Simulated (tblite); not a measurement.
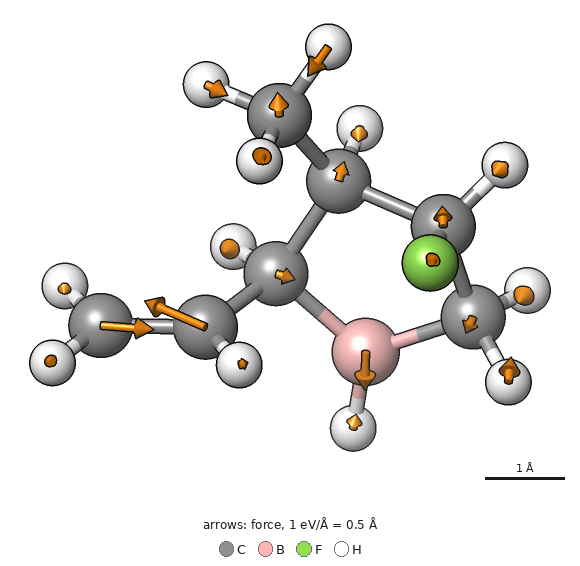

Starting geometry of C₇H₁₂BF with the computed forces as orange arrows. A ball-and-stick model, seen from a free direction.

All numbers below come from GFN2-xTB geometry optimisation, gas phase (tblite 0.8.0). 

### What follows when this structure is relaxed?

It isn't relaxed: the largest force vector, on a C atom, is 1.98 eV/Å. The final displacements have little in common with the starting forces (cosine between the two patterns 0.19). The atom that moves furthest after the best rigid fit is an H atom (0.41 Å). By element the largest moves are H 0.41 Å, C 0.19 Å, F 0.17 Å, B 0.10 Å. Near-neighbour distances that change, for instance: C–H 1.123 → 1.088 Å, C–C 1.346 → 1.321 Å, B–H 1.189 → 1.165 Å, C–C 1.557 → 1.536 Å. Bond angles that change, for instance: B–C–H 110.4° → 116.1°, B–C–H 110.6° → 115.7°, C–C–H 113.0° → 107.9°. After 89 geometry steps the energy has fallen by 5.87 kcal/mol. Cost: 1.1 s on 1 thread of Arm Neoverse N1 (shared host).
